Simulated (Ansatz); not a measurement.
# C2F4: the cost of one run

Computed with Ansatz 0.2.0 (the levels named in each step, unless a step's input says otherwise).

## 1. Starting point

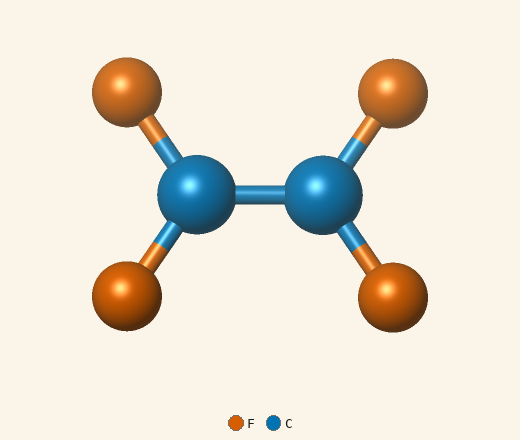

The starting structure, seen from a chosen angle (fluorine orange, carbon blue).

Structure file:

```xyz
6

F    -1.3609   -0.0065    1.1450
C    -0.6635   -0.0246    0.0240
F    -1.4366   -0.0972   -1.0438
C     0.6635    0.0246   -0.0240
F     1.3609    0.0063   -1.1450
F     1.4366    0.0974    1.0438
```

## 2. A rough first relaxation, PBE-D4/def2-SVP

This run stands in another session on the same molecule. It ended at:

```xyz
6

F    -1.3567   -0.0057    1.1579
C    -0.6714   -0.0249    0.0243
F    -1.4334   -0.0977   -1.0570
C     0.6714    0.0249   -0.0243
F     1.3567    0.0057   -1.1579
F     1.4334    0.0977    1.0570
```

## 3. Relaxation, HF/STO-3G

input.yaml

```yaml
crystal:
  periodic: [false, false, false]
  atoms:
    - { symbol: F, position_ang: [-1.35672244, -0.00566005, 1.15786868] }
    - { symbol: C, position_ang: [-0.67135063, -0.0248943, 0.02427597] }
    - { symbol: F, position_ang: [-1.43338489, -0.0977327, -1.0569942] }
    - { symbol: C, position_ang: [0.67135169, 0.02486275, -0.02427555] }
    - { symbol: F, position_ang: [1.35672202, 0.00568102, -1.15786984] }
    - { symbol: F, position_ang: [1.43338425, 0.09771327, 1.05699494] }
basis:
  gaussian: { orbitals: STO-3G }
hamiltonian:
  xc: hf
relax:
  f_tol: 0.002
  max_steps: 150
```

Launch:

```console
> ansatz run input.yaml --threads 2 --pin off --max-ram 5120MiB --backend cpu --events-out ev --progress --plain --runs-dir out
```

What time and memory should one allow on 2 threads of Intel Xeon at 2.50GHz (Skylake/Cascade Lake), shared host?

About 15 s, with a peak of 0.09 GiB.
